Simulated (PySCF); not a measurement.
**Cu₂S: rigid scans about the minimum**

Aim: map the energy of singlet Cu₂S about its PBE0 minimum, with rigid distortions.

Method: PBE0, basis S def2-TZVP, Cu def2-TZVP, no relativity, density fitting; program: PySCF 2.14.0.

### Step 1. Starting geometry

3 atoms, charge 0, spin multiplicity 1.

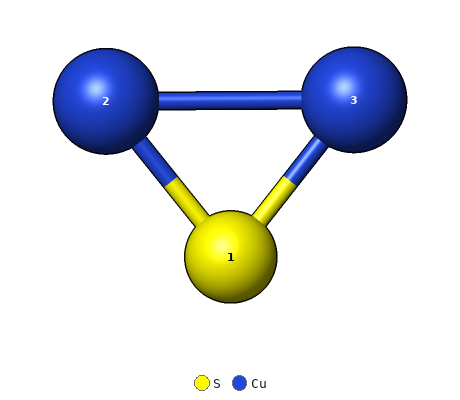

The starting geometry (sulfur yellow, copper blue); atoms are numbered from 1 in the order of the file.

```xyz
3
charge 0 multiplicity 1
S     0.0000    0.0000   -1.3137
Cu    1.3050    0.0000    0.3333
Cu   -1.3050    0.0000    0.3333
```

### Step 2. Real-space pictures of the lowest minimum

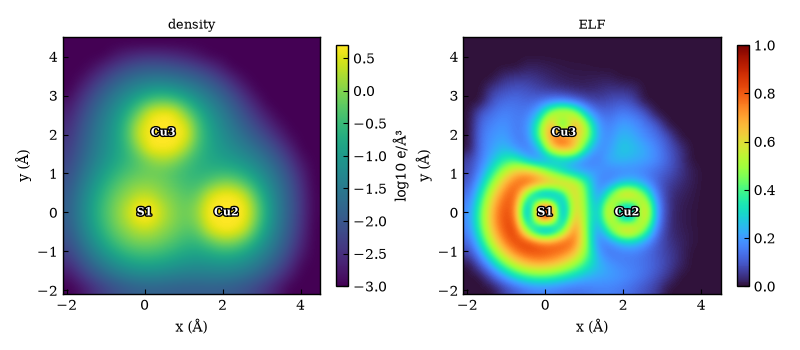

The plane holds S1 at (0.00, 0.00), Cu2 at (2.10, 0.00), Cu3 at (0.48, 2.05) Å. ELF is set to 0 where the density is under 0.005 e/Å³; an orbital's overall sign is arbitrary.

The fields below are evaluated on a grid from the run's orbitals.

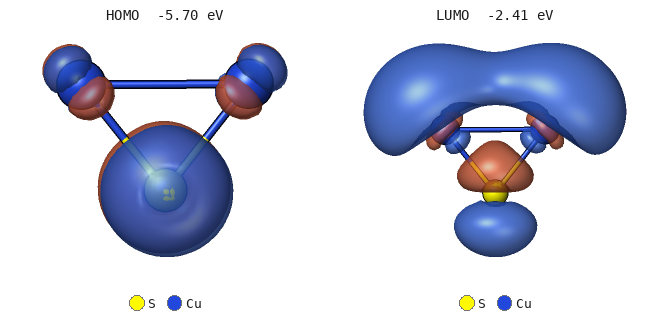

Frontier orbitals at PBE0; each surface holds 70 % of the orbital's density, blue and red mark the sign.

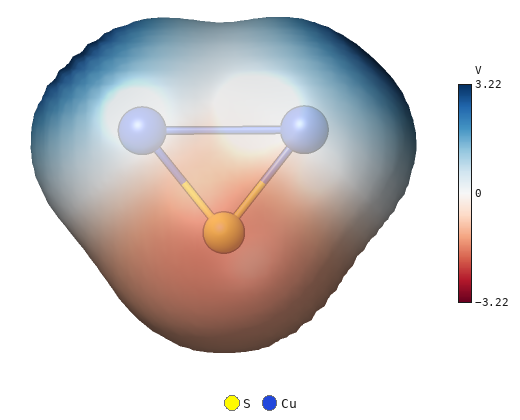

Electrostatic potential on the surface of density 0.002 e/bohr³; red is low, blue high. It runs, from the 1st to the 99th percentile, from -1.70 V near S1 to 3.22 V near Cu2.

Along S1–Cu2 (2.101 Å) the density is least, 0.71 e/Å³, about 1.05 Å from S1; ELF there is 0.45.

Values on the line from S1 (at 0) through Cu2 (at 2.101 Å):

```
distance (Å)  density (e/Å³)     ELF  electrostatic potential (V)
       -0.74           0.959    0.73                         25.9
       -0.53            1.57   0.103                           66
       -0.32            13.6   0.713                          186
       -0.11             175   0.294                     1.23e+03
        0.21            57.4   0.859                          390
        0.42            3.42   0.152                          108
        0.63            1.25   0.347                         42.7
        0.84           0.931   0.746                         18.4
        1.05           0.715   0.453                         11.3
        1.26           0.877   0.183                           15
        1.47            2.75   0.369                         34.5
        1.68            15.6   0.738                          114
        1.89            59.2   0.217                          618
        2.21             513   0.805                     2.02e+03
        2.42            34.1   0.717                          250
        2.63            6.53   0.622                         61.2
        2.84            1.15   0.235                         23.9
        3.05           0.279  0.0759                         12.3
        3.26          0.0833  0.0268                         7.45
```

Making the fields needed 11 s of wall time on 2 threads of AMD EPYC (Zen 3), shared host.

### Step 3. Breathing scan

One driver script runs all scans and calls PySCF for each point, on a (75, 302) grid.

Command:

```console
$ OMP_NUM_THREADS=2 python axn.py task.json out
```

A rigid scan with PBE0: all bonds to the central atom are scaled together. Each point starts from its neighbour's orbitals, and energies count from the minimum.

```
scale of all bonds to the centre  energy (kJ/mol)  dipole size (D)
                            0.88            124.6             4.26
                            0.92             47.9             4.51
                            0.96             10.4             4.74
                            1.00              0.0             4.98
                            1.04              7.9             5.20
                            1.08             28.1             5.42
                            1.14             72.3             5.72
                            1.22            143.6             6.07
                            1.35            264.0             6.52
```

The scan took 61 s.

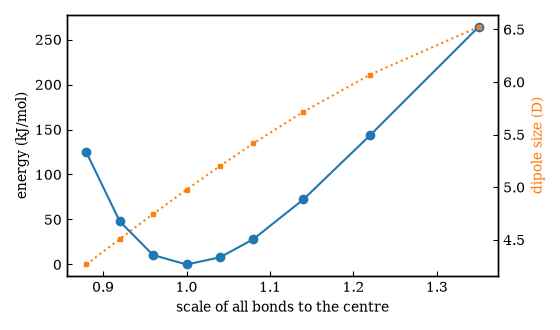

Energy (circles) and dipole moment (squares) along the scan.

### Step 4. Stretching one bond

A rigid scan with PBE0: the bond from S to the last atom (Cu) is scaled and the rest held.

```
scale of one bond  energy (kJ/mol)  dipole size (D)
             0.92             21.6             4.75
             0.96              4.7             4.86
             1.00              0.0             4.98
             1.05              5.5             5.12
             1.12             25.9             5.31
             1.20             58.1             5.52
             1.35            124.1             5.86
             1.55            202.1             6.17
             1.80            274.5             6.40
             2.20            342.7             6.64
```

The scan took 86 s.

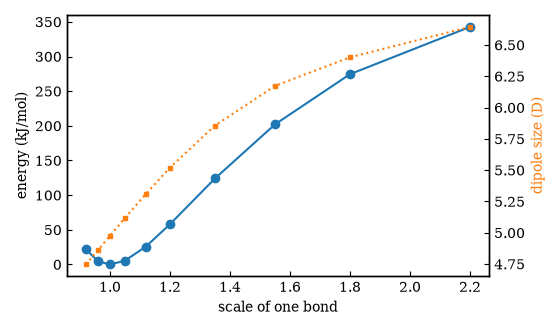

Energy (circles) and dipole moment (squares) along the scan.

A restricted determinant lies too high at long bonds, where the pair should uncouple.

### Step 5. Bending curve

A rigid scan with PBE0: the Cu–S–Cu angle changes, with bonds held.

```
bond angle (°)  energy (kJ/mol)  dipole size (D)
            80              0.5             4.93
            90              5.7             4.70
           100             12.5             4.35
           110             20.6             3.89
           120             30.5             3.35
           130             42.2             2.75
           140             55.2             2.11
           150             68.4             1.48
           160             80.3             0.90
           170             89.0             0.41
           180             92.3             0.00
```

The scan took 54 s.

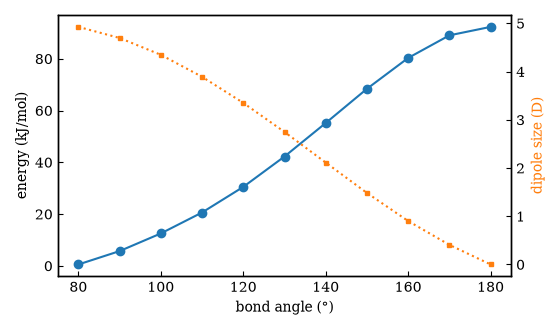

Energy (circles) and dipole moment (squares) along the scan.

### Step 6. Summary of results

| quantity | value |
| --- | --- |
| all bonds 4 % longer | 7.9 kJ/mol |
| one bond 20 % longer | 58.1 kJ/mol |
| linear shape, bonds held | 92.3 kJ/mol |

In words: The well is lopsided, 10.4 kJ/mol for 4 % shorter bonds against 7.9 for 4 % longer ones. Held rigid otherwise, the linear shape costs 92 kJ/mol. Whether spin polarisation would lower the closed shell was not checked.
